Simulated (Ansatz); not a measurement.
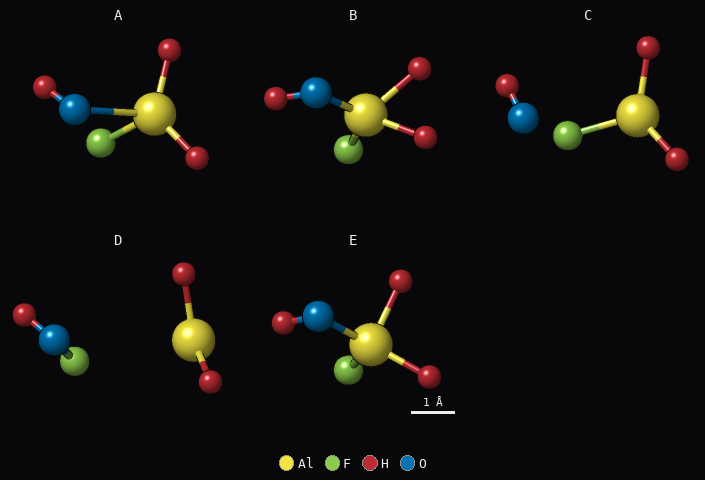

5 geometries from one relaxation of AlH3OF (multiplicity 2), in shuffled order. A ball-and-stick model, seen from a free direction.

The run prepares an end point of a later path (reaction) calculation, from a guessed geometry.

These are results of UKS PBE/def2-SVP in Ansatz, not measurements. Set-up: collinear spin; force threshold 0.03 eV/Å; at most 50 steps.

Question: Put them in the order of the run, from the start to the converged end.

Answer: D, C, A, E, B. They are steps 0, 5, 9, 13, 20, at +148.6 kcal/mol, +67.0 kcal/mol, +34.1 kcal/mol, +6.26 kcal/mol relative to the last. The atom that moves furthest after the best rigid fit is the Al atom (1.57 Å). Largest moves by element: Al 1.57 Å, F 1.54 Å, O 0.85 Å, H 0.67 Å. Near-neighbour distances that change, for instance: Al–O 3.609 → 1.715 Å, F–O 1.347 → 2.971 Å, Al–F 2.882 → 1.681 Å, Al–H 1.618 → 1.692 Å. New bonds form, among them: Al–F (2.88 → 1.68 Å), Al–O (3.61 → 1.71 Å). Bonds break, among them: F–O (1.35 → 2.97 Å). Bond angles that change, for instance: H–Al–H 118.4° → 67.1°. After 20 geometry steps the energy has fallen by 148.6 kcal/mol. Largest force component: 3 eV/Å at the start, 0.013 eV/Å at the end. The run took 58 s on 1 thread of Arm Neoverse V1, with other jobs on the host, peak memory 0.15 GiB.

Limits of the set-up: the start holds two separate molecules, 2.9 Å apart at their closest, whose relative position is a soft coordinate and is computed without a dispersion correction.
